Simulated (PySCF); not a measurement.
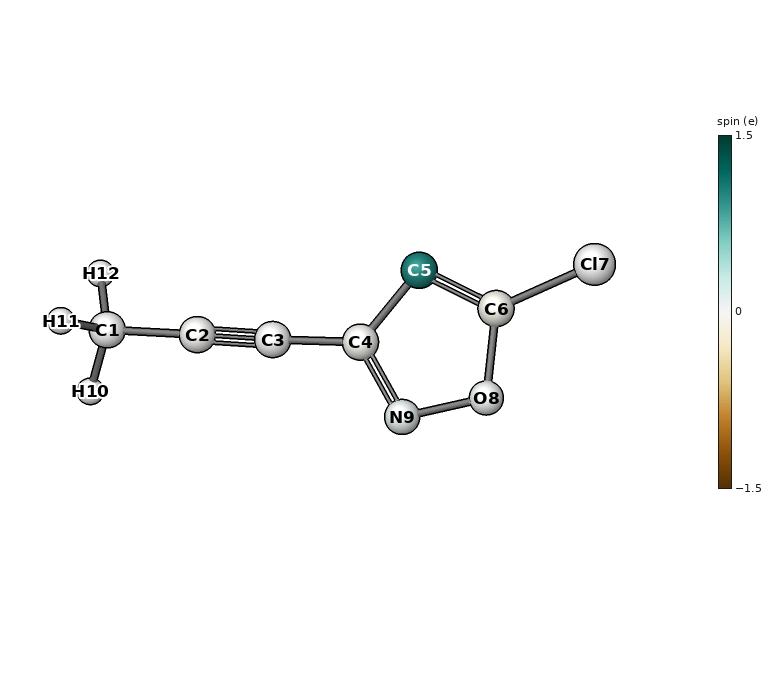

Atoms are coloured by their Mulliken spin populations. State: neutral, doublet. The geometry was computed by an optimisation with GFN2-xTB. No frequency run is at hand to confirm it as a minimum. Level of theory: UKS B3LYP, pcH-1 on C Cl H N O, non-relativistic (PySCF 2.14.0).

List the Mulliken spin populations.

```
atom  value (e)
  C1       0.00
  C2      −0.01
  C3       0.01
  C4      −0.03
  C5       1.01
  C6      −0.07
 Cl7       0.00
  O8       0.03
  N9       0.07
 H10       0.00
 H11       0.00
 H12       0.00
```

Mulliken values depend strongly on the basis set.
